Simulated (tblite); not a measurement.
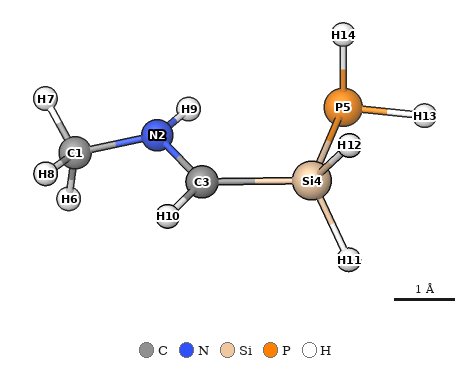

*The structure as given in the input (ball-and-stick view, seen at a tilt; atoms are numbered from 1 in the order of the input).*

Bond lengths as drawn: C–H 1.08 to 1.10 Å, C–N 1.37 to 1.44 Å, C–Si 1.84 Å, H–N 1.01 Å, H–P 1.38 Å, H–Si 1.47 to 1.48 Å and P–Si 2.25 Å.

Run report: C2H9NPSi, frequency calculation

The run: frequency calculation of C2H9NPSi, multiplicity 2. Method and program: GFN2-xTB harmonic vibrations, gas phase (tblite 0.8.0).

It belongs to a series of runs on one base structure; here: H added to N.

## Log
```
mode    cm-1     km/mol
  1      63.2      2.50
  2      87.9      8.50
  3     101.1      2.86
  4     123.1      4.13
  5     150.3      0.69
  6     276.5      1.44
  7     396.8      0.16
  8     418.7     53.82
  9     464.0     12.50
 10     477.1     22.06
 11     517.2     26.85
 12     642.9    267.38
 13     660.4     91.25
 14     680.5     32.88
 15     695.0     42.92
 16     821.8    201.92
 17     847.5    194.99
 18    1043.5     11.37
 19    1085.9     20.84
 20    1113.3      8.16
 21    1158.3     16.49
 22    1257.1     10.11
 23    1293.1      1.28
 24    1411.4      3.15
 25    1467.8     22.33
 26    1468.6      8.04
 27    1491.3     18.77
 28    2097.0    336.39
 29    2146.5    194.59
 30    2327.5    129.20
 31    2427.9    137.50
 32    2895.4     54.60
 33    3002.5     30.28
 34    3017.6     17.37
 35    3069.1     37.44
 36    3341.7      7.90
```

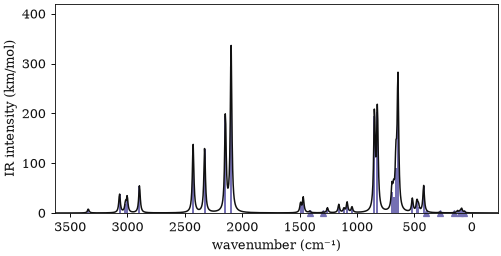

*Harmonic infrared spectrum, unscaled: sticks (degenerate modes added up, dark ones marked on the axis) with a Lorentzian envelope of 16 cm⁻¹ full width, scaled to the tallest stick.*

36 modes from 63 to 3342 cm⁻¹, none imaginary. The strongest line is at 2097 cm⁻¹ (336 km/mol).

The run was set up as follows.

## Input file
```
{"job": {"kind": "ir", "xc": "GFN2-xTB", "basis": "xTB"}, "charge": 0, "multiplicity": 2}
C      2.440053    -0.229155     0.068653
N      1.023883    -0.161638     0.298448
C      0.258521     0.877393    -0.153512
Si    -1.569924     0.787273    -0.329927
P     -2.005634    -1.402607    -0.015327
H      2.685533    -0.606506    -0.932398
H      2.895679    -0.888558     0.808012
H      2.866002     0.768478     0.172823
H      0.544305    -1.054888     0.332927
H      0.804887     1.792578    -0.325065
H     -2.057766     1.124630    -1.680050
H     -2.360238     1.597610     0.618182
H     -3.359429    -1.292741    -0.237811
H     -2.166549    -1.312344     1.352878
```

The first line tells a small driver script what to run in tblite; the rest is the geometry in Å.

Launched with:
```bash
OMP_NUM_THREADS=1 python <driver script> task.json out
```

## Key numbers

| quantity | value |
| --- | --- |
| outcome | converged |
| total energy | −434.4932 eV |
| zero-point energy | 63.6730 kcal/mol |
| hardware | 1 CPU thread, shared host |
| peak memory | 0.18 GiB |
